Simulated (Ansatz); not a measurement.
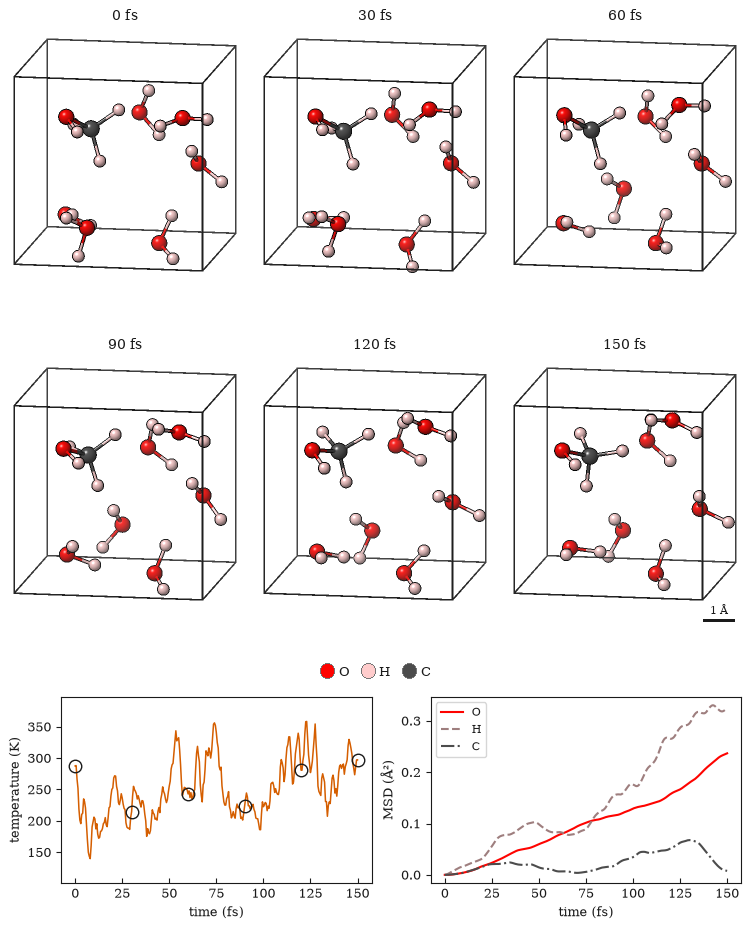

Molecular dynamics of a periodic cell with 6 H2O + 1 CH3OH at 0.942 g/cm³, 150 fs long. Frames and the history of the run. The picture is a ball-and-stick view of the simulation cell, seen slightly off an axis. Atoms that leave the cell re-enter on the other side.

Theory: Ansatz 0.2.0, DFT PBE-D3(BJ), scalar-relativistic, plane waves, PAW. Run with plane-wave cutoff 420 eV; k-point mesh 1 × 1 × 1; Fermi-Dirac smearing 0.05 eV; low-accuracy preset; Langevin thermostat (NVT); set temperature 300 K; time step 0.5 fs; friction 0.02 per fs.

Q: What happens in this trajectory?

A: The mean temperature in the second half is 263 K (standard deviation 42 K). The potential energy in the second half lies on average 29.7 meV per atom above the first frame. Root-mean-square distances from the starting positions over the second half, with the common drift of all atoms taken out: H 0.48 Å, O 0.39 Å, C 0.19 Å. The heavy atoms stay within a fraction of a molecule's size of their starting places; so short a run doesn't tell a liquid from a solid.

Limits of the set-up: the program's low-accuracy preset was used; the periodic images lie only 6.3 Å apart, so the values are limited by the cell's size.
